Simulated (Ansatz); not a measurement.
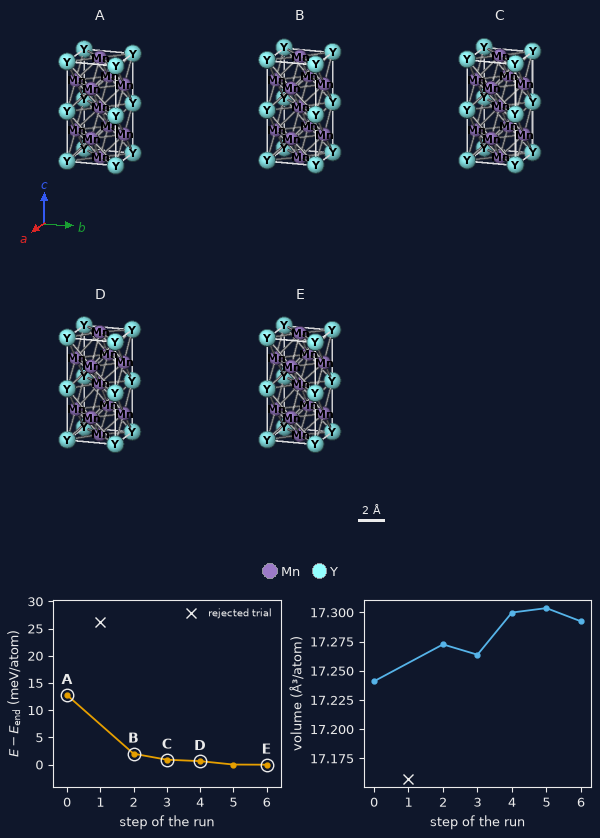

Frames of a relaxation of solid YMn₃ (built on the Cu3Au (L1_2) type), marked on the history of the run. Style: ball-and-stick. Shown: the cell of the calculation, slightly off an axis.

Case: antiferromagnetic, doubled cell, propagation vector (0, 0, 1/2).

Theory: DFT PBE, scalar-relativistic, plane waves, PAW in Ansatz. Set-up: plane-wave cutoff 420 eV; k-point mesh 10 × 10 × 5; occupations gaussian; smearing width 0.1 eV; collinear spin; cell and atoms relaxed; force threshold 0.01 eV/Å; at most 60 steps.

What happens along the run?

The run was cut off at its time limit before the program reported convergence, but its last step already meets the force threshold: the largest component is 0.0026 eV/Å against 0.01 eV/Å. The pressure is within 0.01 GPa of its target. After 5 accepted moves (6 points after the start) the energy has fallen by 12.8 meV per atom. The largest force component goes from 0.8 to 0.0026 eV/Å. The pressure goes from −0.23 to 0.00 GPa. The line search rejected the trial step at point 1 of the run. The largest moves relative to the cell, 0.091 Å, are those of Mn atoms. By element the largest moves are Mn 0.091 Å, Y 0.031 Å. The volume changes by +0.3 %, with a = b 4.101 → 4.060 Å (−1.0 %), c 8.202 → 8.392 Å (+2.3 %). Near-neighbour distances that change, for instance: Mn–Mn 2.900 → 3.030 Å, Mn–Mn 2.900 → 2.812 Å, Mn–Y 2.900 → 2.986 Å, Mn–Y 2.900 → 2.854 Å. The space group (tolerance 0.01 Å) goes from Pm-3m (No. 221) to P4mm (No. 99). From step 0 to 2: Y atoms move most (0.06 Å), volume +0.2 %, energy −10.8 meV per atom. From step 2 to 3: Mn atoms move most (0.03 Å), energy −1.1 meV per atom. From step 3 to 4: Mn atoms move most (0.10 Å), volume +0.2 %, energy −0.3 meV per atom. From step 4 to 6: Mn atoms move most (0.04 Å), energy −0.7 meV per atom.
